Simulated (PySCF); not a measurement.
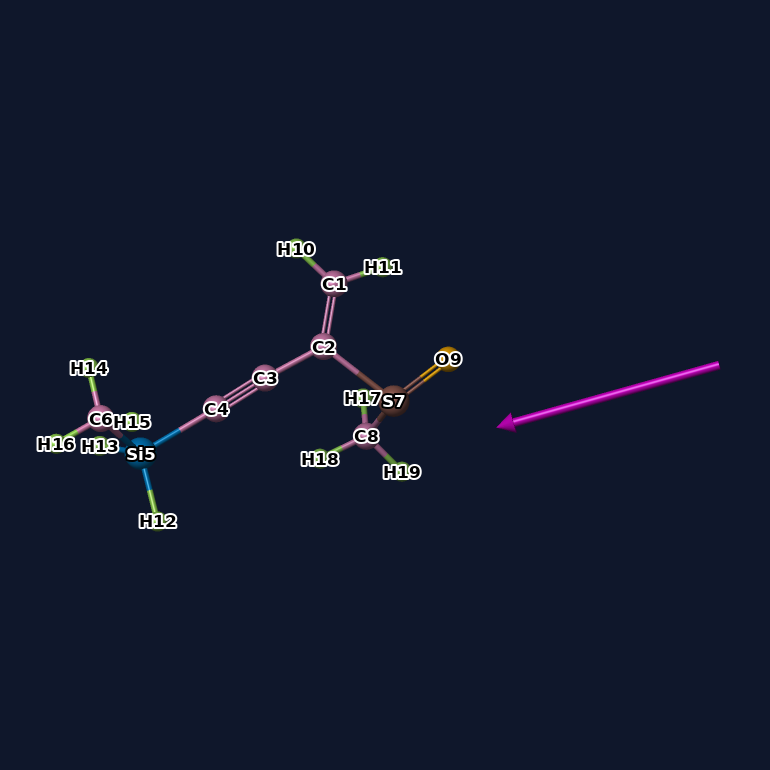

The arrow beside the molecule shows the direction of the dipole moment, from the negative to the positive end (its length means nothing). Computed geometry: GFN2-xTB optimisation. No frequency run is at hand to confirm it as a minimum. Level of theory: PBE0/pcSseg-1, gas phase (PySCF 2.14.0).

Q: How large is the dipole moment?

A: 3.41 D; it points from the side of O9 to the side of H16 (the outermost atoms at the two ends).

The geometry is semi-empirical. Around Si such bond lengths and angles can be off by a tenth of an ångström or more and by several degrees, and values that hang on the shape move with them.
